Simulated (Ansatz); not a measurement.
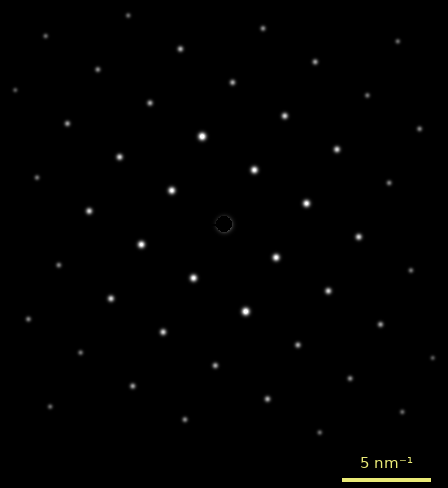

Computed electron diffraction pattern, 80 kV, single scattering only, B = 0.8 Å².

> Describe the geometry of this pattern.

The spots form a centred rectangular net with both shortest vectors at d = 2.83 Å, 86.7° apart.

> What is the point symmetry of the pattern, intensities included?

2mm.

> What was simulated?

This cannot be fixed from one zone alone; the pattern is [121] of Li2PtC2, space group P-3m1 (No. 164), a = 3.888 Å, c = 5.209 Å (hexagonal axes). The net vectors are 1 -1 1 and 1 0 -1. Structure: the geometry relaxed with DFT PBE, scalar-relativistic, plane waves, PAW (Ansatz 0.2.0); the starting structure was generated, so it need not be a known form of this composition.
